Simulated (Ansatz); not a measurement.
Structure (in its standard cell), the input geometry of an electronic-structure calculation (not necessarily at equilibrium):

```cif
data_structure
_symmetry_space_group_name_H-M 'P 1'
_symmetry_Int_Tables_number 1
_cell_length_a 5.4020
_cell_length_b 5.4020
_cell_length_c 5.4020
_cell_angle_alpha 90.000
_cell_angle_beta 90.000
_cell_angle_gamma 90.000
_cell_volume 157.64
loop_
_atom_site_label
_atom_site_type_symbol
_atom_site_fract_x
_atom_site_fract_y
_atom_site_fract_z
_atom_site_occupancy
Si1 Si 0.50000 0.00000 0.50000 1
Si2 Si 0.25000 0.25000 0.25000 1
Si3 Si 0.50000 0.50000 0.00000 1
Si4 Si 0.25000 0.75000 0.75000 1
Si5 Si 0.00000 0.00000 0.00000 1
Si6 Si 0.75000 0.25000 0.75000 1
Si7 Si 0.00000 0.50000 0.50000 1
Si8 Si 0.75000 0.75000 0.25000 1
```

Question: Predict the [001] zone-axis pattern (120 kV, kinematic, B = 1 Å²).

Answer: The spots form a square net with both shortest vectors at d = 1.91 Å, 90.0° apart. They are 2 -2 0 and 2 2 0. The pattern has symmetry 4mm. The lattice centring (F) removes all reflections that break h + k = 2n, h + l = 2n; a glide plane extinguishes reflections such as 2 -4 0, 2 4 0, 4 -2 0; a screw axis and a glide plane both extinguish reflections such as 0 2 0, 2 0 0, 0 6 0.

Strongest reflections with d > 0.80 Å, one of each family (|F|² from tabulated Gaussian fits of the electron scattering factors, times a small damping for the curvature of the Ewald sphere):

```tsv
hkl	d (Å)	I (strongest = 100)
2 2 0	1.910	100
4 0 0	1.351	33
4 4 0	0.955	9
6 2 0	0.854	6
```

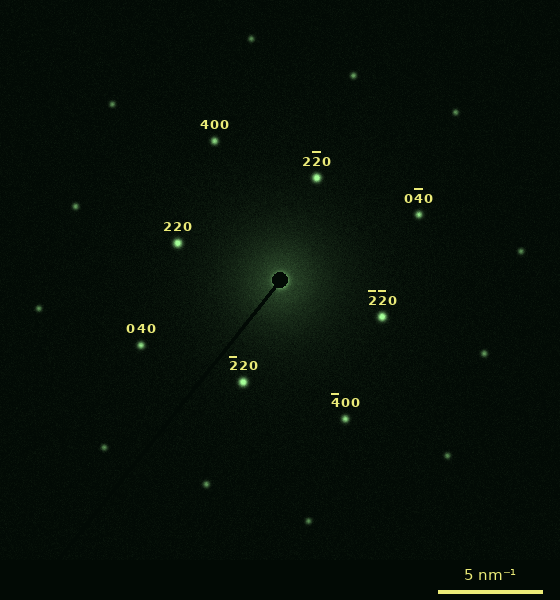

Calculated pattern, seen from the source side with [001] pointing towards the source.
